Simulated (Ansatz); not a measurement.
**Nudged elastic band of Al$_{2}$NH$_{3}$Cl (charge −1)**

Al$_{2}$NH$_{3}$Cl, charge −1, computed with UKS PBE/def2-SVP (Ansatz 0.2.0).

It belongs to a series of runs on one base structure; here: band between the two ends.

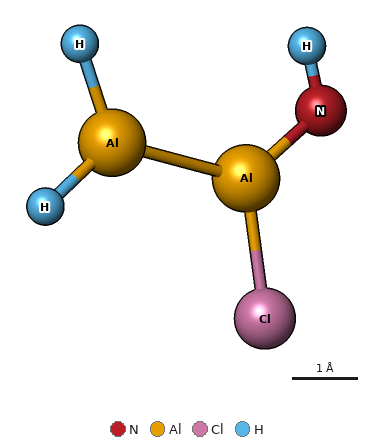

*The structure as given in the input (ball-and-stick view, seen at a tilt). Sticks mark near contacts.*

Bond lengths as drawn: Al–Al 2.58 Å, Al–Cl 2.21 Å, Al–H 1.64 Å, Al–N 1.75 Å and H–N 1.04 Å.

Input
```yaml
crystal:
  periodic: [false, false, false]
  atoms:
    - { symbol: "N", position_ang: [-2.329139, 0.602318, 0.193398] }
    - { symbol: Al, position_ang: [-0.910339, -0.201261, -0.453515] }
    - { symbol: Al, position_ang: [1.565472, -0.084798, 0.270074] }
    - { symbol: Cl, position_ang: [-1.17785, -1.534333, -2.193532] }
    - { symbol: H, position_ang: [-2.116055, 1.201806, 1.012739] }
    - { symbol: H, position_ang: [2.068325, 0.79163, 1.564887] }
    - { symbol: H, position_ang: [2.899586, -0.775351, -0.39406] }
total_charge: -1
magnetization:
  spin_polarized: true
basis:
  gaussian: { orbitals: def2-SVP }
hamiltonian:
  xc: pbe
neb:
  order_check: false
  images: 7
  f_tol: 0.05
  max_iterations: 60
  final_atoms:
    - { symbol: "N", position_ang: [-0.64006876, 0.51614858, 0.03624033] }
    - { symbol: Al, position_ang: [-0.66406163, -1.09009942, -0.79830074] }
    - { symbol: Al, position_ang: [1.15235906, 0.16502753, 0.49180331] }
    - { symbol: Cl, position_ang: [-2.58357822, -1.67587091, -1.76835674] }
    - { symbol: H, position_ang: [-1.22132076, 1.33516793, 0.25391041] }
    - { symbol: H, position_ang: [1.57388869, -0.2097216, 2.03280072] }
    - { symbol: H, position_ang: [2.38278162, 0.95935888, -0.24810628] }
  initial_path:
    images:
      - { positions_ang: [[-2.329139, 0.602318, 0.193398], [-0.910339, -0.201261, -0.453515], [1.565472, -0.084798, 0.270074], [-1.17785, -1.534333, -2.193532], [-2.116055, 1.201806, 1.012739], [2.068325, 0.79163, 1.564887], [2.899586, -0.775351, -0.39406]] }
      - { positions_ang: [[-2.38030633, 0.59445134, 0.17803646], [-0.96286235, -0.194542, -0.46015151], [1.50721124, -0.08331612, 0.25386173], [-1.18982536, -1.52268534, -2.18183738], [-1.82455898, 1.13600808, 0.99701397], [1.96838156, 0.80143047, 1.55070255], [2.88196022, -0.73133544, -0.33763482]] }
      - { positions_ang: [[-2.43147366, 0.58658469, 0.16267493], [-1.01538569, -0.18782299, -0.46678803], [1.44895049, -0.08183425, 0.23764947], [-1.20180072, -1.51103768, -2.17014276], [-1.53306296, 1.07021017, 0.98128894], [1.86843812, 0.81123094, 1.5365181], [2.86433444, -0.68731987, -0.28120965]] }
      - { positions_ang: [[-2.482641, 0.57871803, 0.14731339], [-1.06790904, -0.18110399, -0.47342454], [1.39068973, -0.08035237, 0.2214372], [-1.21377608, -1.49939003, -2.15844814], [-1.24156695, 1.00441225, 0.96556392], [1.76849467, 0.82103141, 1.52233365], [2.84670866, -0.64330431, -0.22478447]] }
      - { positions_ang: [[-2.53380833, 0.57085138, 0.13195186], [-1.12043239, -0.17438499, -0.48006106], [1.33242897, -0.07887049, 0.20522493], [-1.22575144, -1.48774237, -2.14675352], [-0.95007093, 0.93861434, 0.94983889], [1.66855123, 0.83083188, 1.5081492], [2.82908288, -0.59928875, -0.1683593]] }
      - { positions_ang: [[-2.06037344, 0.55717568, 0.10802398], [-1.0063397, -0.4033136, -0.55962098], [1.28741149, -0.01789599, 0.27686953], [-1.56520813, -1.5347745, -2.05215433], [-1.01788339, 1.03775274, 0.77585677], [1.6448856, 0.57069351, 1.63931208], [2.71750757, -0.20962684, -0.18829604]] }
      - { positions_ang: [[-1.58693854, 0.54349998, 0.08409609], [-0.89224701, -0.63224221, -0.6391809], [1.24239401, 0.04307852, 0.34851412], [-1.90466483, -1.58180664, -1.95755513], [-1.08569584, 1.13689113, 0.60187465], [1.62121996, 0.31055514, 1.77047496], [2.60593225, 0.18003507, -0.20823279]] }
      - { positions_ang: [[-1.11350365, 0.52982428, 0.06016821], [-0.77815432, -0.86117081, -0.71874082], [1.19737653, 0.10405302, 0.42015872], [-2.24412153, -1.62883877, -1.86295594], [-1.1535083, 1.23602953, 0.42789253], [1.59755433, 0.05041677, 1.90163784], [2.49435694, 0.56969698, -0.22816954]] }
      - { positions_ang: [[-0.64006876, 0.51614858, 0.03624033], [-0.66406163, -1.09009942, -0.79830074], [1.15235906, 0.16502753, 0.49180331], [-2.58357822, -1.67587091, -1.76835674], [-1.22132076, 1.33516793, 0.25391041], [1.57388869, -0.2097216, 2.03280072], [2.38278162, 0.95935888, -0.24810628]] }
```

Hardware: 2 threads of Intel Xeon (Sapphire Rapids), 16 GiB of memory available, shared host.

Launched with:
```bash
ansatz run input.yaml --threads 2 --pin off --max-ram 3072MiB --backend cpu --events-out ev --progress --plain --runs-dir out
```

The program's output
```
Engine: ansatz 0.2.0, x86_64-unknown-linux-gnu
Functional definition: PBE
  parameter kappa = 0.804
  parameter beta = 0.06672455060314922
  exchange = pbe_x(kappa = kappa, mu = beta*pi^2/3)
  correlation = pbe_c(beta = beta)
927 factors; their error is unknown
mean field evaluation 1: about -27224.4128 eV, gradient 4.2e1 eV
mean field evaluation 2: about -27081.6345 eV, gradient 1.1e2 eV
mean field evaluation 4: about -27207.2254 eV, gradient 4.9e1 eV
mean field evaluation 8: about -27233.7543 eV, gradient 1.3e0 eV
mean field evaluation 16: about -27233.7133 eV, gradient 1.0e-3 eV
mean field evaluation 32: about -27233.5132 eV, gradient 1.3e0 eV
mean field -27233.71329498 eV, -1000.8205039165 hartree, gradient 1.9e-5 eV, S^2 0.000000; 6 other end points of the search recorded, 0 dependent functions left out
the calculation of the forces begins
reference -27233.71333661 eV, -1000.8205054467 hartree; 27, 27 occupied and 56, 56 virtual orbitals, 927 factors
927 factors; their error is unknown
mean field evaluation 64: about -27235.3753 eV, gradient 7.9e-3 eV
mean field -27235.37529736 eV, -1000.8815813775 hartree, gradient 3.9e-5 eV, S^2 0.000000; 0 other end points of the search recorded, 0 dependent functions left out
[... from here on the field's lines of each further geometry are left out, up to the last ...]
NEB iter   1: max|band force component| = 1.805e1 eV/Å  barrier→ = 3.0785 eV  barrier← = 4.7405 eV  Δτ_max = 0.2000 Å  (788 SCF iters)
NEB iter   2: max|band force component| = 3.343e0 eV/Å  barrier→ = 2.0767 eV  barrier← = 3.7387 eV  Δτ_max = 0.2000 Å  (265 SCF iters)
NEB iter   3: max|band force component| = 7.734e0 eV/Å  barrier→ = 0.8387 eV  barrier← = 2.5007 eV  Δτ_max = 0.1007 Å  (257 SCF iters)
NEB iter   4: max|band force component| = 2.531e0 eV/Å  barrier→ = 0.3581 eV  barrier← = 2.0201 eV  Δτ_max = 0.1994 Å  (238 SCF iters)
NEB iter   5: max|band force component| = 3.333e0 eV/Å  barrier→ = 0.3531 eV  barrier← = 2.0151 eV  Δτ_max = 0.1014 Å  (252 SCF iters)
NEB iter   6: max|band force component| = 9.197e-1 eV/Å  barrier→ = 0.1506 eV  barrier← = 1.8126 eV  Δτ_max = 0.2000 Å  (235 SCF iters)
NEB iter   7: max|band force component| = 8.392e-1 eV/Å  barrier→ = 0.0753 eV  barrier← = 1.7373 eV  Δτ_max = 0.2000 Å  (253 SCF iters)
NEB iter   8: max|band force component| = 1.214e0 eV/Å  barrier→ = 0.0323 eV  barrier← = 1.6943 eV  Δτ_max = 0.1023 Å  (252 SCF iters)
NEB iter   9: max|band force component| = 6.514e-1 eV/Å  barrier→ = 0.0091 eV  barrier← = 1.6711 eV  Δτ_max = 0.1000 Å  (231 SCF iters)
NEB iter  10: max|band force component| = 4.142e-1 eV/Å  barrier→ = 0.0066 eV  barrier← = 1.6686 eV  CI = image 1  Δτ_max = 0.0996 Å  (230 SCF iters)
NEB iter  11: max|band force component| = 3.330e-1 eV/Å  barrier→ = 0.0043 eV  barrier← = 1.6663 eV  CI = image 1  Δτ_max = 0.0977 Å  (233 SCF iters)
NEB iter  12: max|band force component| = 2.542e-1 eV/Å  barrier→ = 0.0026 eV  barrier← = 1.6646 eV  CI = image 1  Δτ_max = 0.0599 Å  (234 SCF iters)
NEB iter  13: max|band force component| = 1.878e-1 eV/Å  barrier→ = 0.0001 eV  barrier← = 1.6621 eV  CI = image 1  Δτ_max = 0.0636 Å  (225 SCF iters)
NEB iter  14: max|band force component| = 1.433e-1 eV/Å  barrier→ = -0.0019 eV  barrier← = 1.6601 eV  CI = image 1  Δτ_max = 0.1009 Å  (229 SCF iters)
NEB iter  15: max|band force component| = 2.527e-1 eV/Å  barrier→ = -0.0021 eV  barrier← = 1.6599 eV  CI = image 1  Δτ_max = 0.0502 Å  (230 SCF iters)
NEB iter  16: max|band force component| = 8.320e-2 eV/Å  barrier→ = -0.0017 eV  barrier← = 1.6603 eV  CI = image 1  Δτ_max = 0.1012 Å  (232 SCF iters)
NEB iter  17: max|band force component| = 3.174e-1 eV/Å  barrier→ = -0.0010 eV  barrier← = 1.6610 eV  CI = image 1  Δτ_max = 0.0500 Å  (226 SCF iters)
NEB iter  18: max|band force component| = 1.088e-1 eV/Å  barrier→ = -0.0010 eV  barrier← = 1.6610 eV  CI = image 1  Δτ_max = 0.0986 Å  (227 SCF iters)
NEB iter  19: max|band force component| = 1.029e-1 eV/Å  barrier→ = -0.0009 eV  barrier← = 1.6612 eV  CI = image 1  Δτ_max = 0.0343 Å  (229 SCF iters)
NEB iter  20: max|band force component| = 7.015e-2 eV/Å  barrier→ = -0.0007 eV  barrier← = 1.6613 eV  CI = image 1  Δτ_max = 0.1015 Å  (234 SCF iters)
NEB iter  21: max|band force component| = 1.911e-1 eV/Å  barrier→ = -0.0006 eV  barrier← = 1.6614 eV  CI = image 1  Δτ_max = 0.0497 Å  (230 SCF iters)
NEB iter  22: max|band force component| = 6.181e-2 eV/Å  barrier→ = -0.0005 eV  barrier← = 1.6615 eV  CI = image 1  Δτ_max = 0.0509 Å  (225 SCF iters)
the calculation of the forces begins
reference -27235.26750938 eV, -1000.8776202423 hartree; 27, 27 occupied and 56, 56 virtual orbitals, 927 factors
927 factors; their error is unknown
mean field evaluation 1696: about -27218.0690 eV, gradient 3.4e1 eV
mean field -27233.71367876 eV, -1000.8205180202 hartree, gradient 5.8e-6 eV, S^2 0.000000; 7 other end points of the search recorded, 0 dependent functions left out
the calculation of the forces begins
reference -27233.71372029 eV, -1000.8205195464 hartree; 27, 27 occupied and 56, 56 virtual orbitals, 927 factors
NEB iter  23: max|band force component| = 3.757e-2 eV/Å  barrier→ = -0.0004 eV  barrier← = 1.6616 eV  CI = image 1  Δτ_max = 0.0000 Å  (752 SCF iters)
```

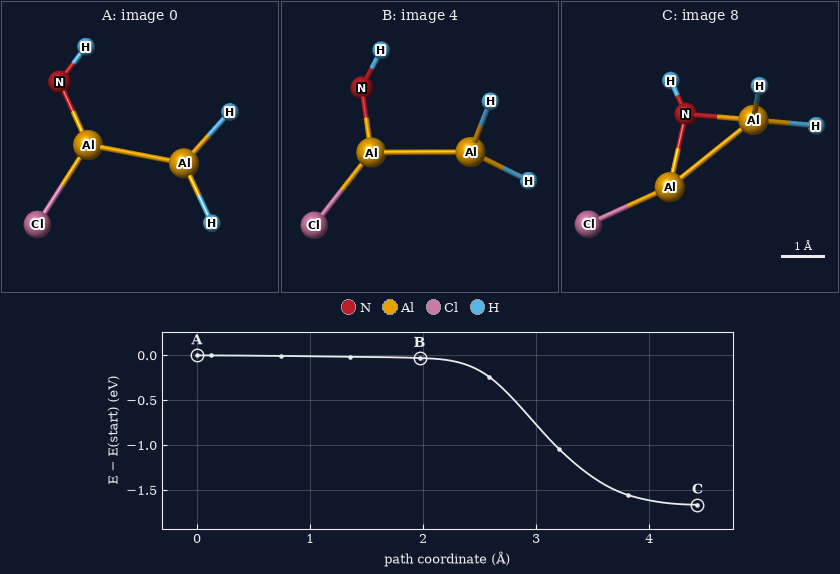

*Images of the last band (counted from 0; ball-and-stick, seen at a tilt) above the energy along the path; the line is a cubic interpolation that uses the forces.*

No image lies above both ends; the end is 1.662 eV below the start. The path is 4.43 Å long. The band converged in 23 iterations.

```
Total energy: -27233.71372029 eV, -1000.8205195464 hartree
Atom 0 at    -2.318417     0.640128     0.165020 Å, force     0.004406    -0.005889    -0.007902 eV/Å
Atom 1 at    -0.911763    -0.208742    -0.450488 Å, force    -0.001908    -0.001074    -0.003047 eV/Å
Atom 2 at     1.560811    -0.104756     0.284702 Å, force    -0.001494    -0.001416     0.000750 eV/Å
Atom 3 at    -1.186732    -1.551185    -2.182560 Å, force    -0.000904     0.001342     0.004421 eV/Å
Atom 4 at    -2.103135     1.228960     0.991332 Å, force    -0.001220     0.005955     0.006136 eV/Å
Atom 5 at     2.052564     0.716617     1.619217 Å, force     0.000235    -0.001587     0.001345 eV/Å
Atom 6 at     2.906672    -0.721010    -0.427231 Å, force     0.000884     0.002670    -0.001703 eV/Å
Dipole moment:     0.263390    -0.202560    -0.135895 e Å
this run last wrote the band of iteration 23 to [file]
```

The last band as extended XYZ (Å, eV, eV/Å)
```
7
Properties=species:S:1:pos:R:3:forces:R:3 image=0 energy=-27233.71330
N    -2.3291    0.6023    0.1934   -0.0009   0.0000  -0.0022
Al   -0.9103   -0.2013   -0.4535    0.0019   0.0009   0.0019
Al    1.5655   -0.0848    0.2701   -0.0007   0.0002   0.0004
Cl   -1.1779   -1.5343   -2.1935   -0.0019  -0.0009  -0.0003
H    -2.1161    1.2018    1.0127    0.0003  -0.0003   0.0002
H     2.0683    0.7916    1.5649    0.0004  -0.0006   0.0007
H     2.8996   -0.7754   -0.3941    0.0010   0.0007  -0.0007
7
Properties=species:S:1:pos:R:3:forces:R:3 image=1 energy=-27233.71368
N    -2.3184    0.6401    0.1650    0.0044  -0.0059  -0.0079
Al   -0.9118   -0.2087   -0.4505   -0.0019  -0.0011  -0.0030
Al    1.5608   -0.1048    0.2847   -0.0015  -0.0014   0.0008
Cl   -1.1867   -1.5512   -2.1826   -0.0009   0.0013   0.0044
H    -2.1031    1.2290    0.9913   -0.0012   0.0060   0.0061
H     2.0526    0.7166    1.6192    0.0002  -0.0016   0.0013
H     2.9067   -0.7210   -0.4272    0.0009   0.0027  -0.0017
7
Properties=species:S:1:pos:R:3:forces:R:3 image=2 energy=-27233.71930
N    -2.2252    0.7745    0.0601    0.0391   0.0188   0.0227
Al   -0.9168   -0.2797   -0.4420   -0.0164  -0.0044  -0.0089
Al    1.5363   -0.1780    0.3273   -0.0006   0.0067  -0.0045
Cl   -1.2843   -1.6806   -2.1057   -0.0027  -0.0060   0.0037
H    -1.9937    1.3425    0.8974   -0.0255  -0.0129  -0.0201
H     1.9658    0.4010    1.8027    0.0071  -0.0092   0.0012
H     2.9180   -0.3797   -0.5397   -0.0010   0.0070   0.0059
7
Properties=species:S:1:pos:R:3:forces:R:3 image=3 energy=-27233.72873
N    -2.0618    0.8803   -0.0358   -0.0015  -0.0011  -0.0195
Al   -0.9092   -0.3593   -0.4650    0.0030  -0.0048   0.0055
Al    1.5115   -0.2452    0.3552   -0.0037  -0.0023  -0.0024
Cl   -1.4419   -1.7986   -2.0427   -0.0039   0.0005   0.0058
H    -1.8669    1.4658    0.7936    0.0095   0.0024   0.0097
H     1.8858    0.0836    1.9196   -0.0032  -0.0058   0.0007
H     2.8825   -0.0265   -0.5249   -0.0002   0.0111   0.0001
7
Properties=species:S:1:pos:R:3:forces:R:3 image=4 energy=-27233.74266
N    -1.7765    0.9322   -0.0899    0.0360   0.0152   0.0349
Al   -0.9013   -0.5158   -0.5091   -0.0021   0.0046   0.0017
Al    1.4409   -0.2680    0.3743    0.0024  -0.0025  -0.0019
Cl   -1.6598   -1.8641   -2.0620   -0.0196  -0.0178  -0.0091
H    -1.5838    1.4785    0.7647    0.0071  -0.0176  -0.0352
H     1.7121   -0.0061    1.9696   -0.0144  -0.0057   0.0106
H     2.7684    0.2433   -0.4476   -0.0093   0.0238  -0.0009
7
Properties=species:S:1:pos:R:3:forces:R:3 image=5 energy=-27233.95146
N    -1.3160    0.8455    0.0878    0.7606  -0.1418   0.2275
Al   -0.8735   -0.6729   -0.5692    0.0517  -0.2416  -0.1233
Al    1.3221   -0.1314    0.3615   -0.2013   0.1927   0.0198
Cl   -1.8273   -1.9369   -2.0853   -0.2370  -0.0854  -0.0879
H    -1.6577    1.5554    0.7293   -0.1285   0.1757  -0.0890
H     1.6922   -0.0253    1.9517   -0.0912  -0.0571   0.0234
H     2.6602    0.3657   -0.4759   -0.1542   0.1575   0.0295
7
Properties=species:S:1:pos:R:3:forces:R:3 image=6 energy=-27234.74986
N    -0.9333    0.7482    0.2047    0.8419  -0.2391   0.2352
Al   -0.8457   -0.8022   -0.6411    0.0790  -0.3045  -0.1753
Al    1.1436    0.0425    0.4110   -0.4032   0.4025   0.1305
Cl   -2.0429   -1.9294   -2.0966   -0.4052   0.0029  -0.0680
H    -1.4833    1.5238    0.6182    0.3414  -0.1011  -0.2685
H     1.6519   -0.0461    1.9673   -0.1229  -0.0214   0.0622
H     2.5096    0.4632   -0.4635   -0.3310   0.2607   0.0839
7
Properties=species:S:1:pos:R:3:forces:R:3 image=7 energy=-27235.26747
N    -0.7348    0.6141    0.1502    0.1406  -0.0996  -0.0270
Al   -0.7537   -0.9787   -0.7009    0.0680  -0.1341  -0.0480
Al    1.1074    0.1152    0.4900   -0.0253   0.0595   0.0515
Cl   -2.3393   -1.7781   -2.0262   -0.1866   0.0937   0.0461
H    -1.2635    1.4538    0.4349    0.1306  -0.0718  -0.1210
H     1.5915   -0.0771    2.0442   -0.0379  -0.0089   0.0504
H     2.3925    0.6508   -0.3924   -0.0893   0.1612   0.0481
7
Properties=species:S:1:pos:R:3:forces:R:3 image=8 energy=-27235.37530
N    -0.6401    0.5161    0.0362    0.0158  -0.0116  -0.0013
Al   -0.6641   -1.0901   -0.7983    0.0029  -0.0061   0.0012
Al    1.1524    0.1650    0.4918   -0.0002  -0.0036  -0.0037
Cl   -2.5836   -1.6759   -1.7684   -0.0057  -0.0003  -0.0036
H    -1.2213    1.3352    0.2539   -0.0053   0.0142   0.0065
H     1.5739   -0.2097    2.0328   -0.0033   0.0049  -0.0027
H     2.3828    0.9594   -0.2481   -0.0043   0.0024   0.0036
```

Summary

```csv
quantity,value
outcome,converged
"barrier, forward",0.000 eV
"barrier, backward",1.662 eV
wall time,3.8 min (CPU time 7.4 min)
peak memory,0.18 GiB
```

Notes

The order of the saddle point was not checked.
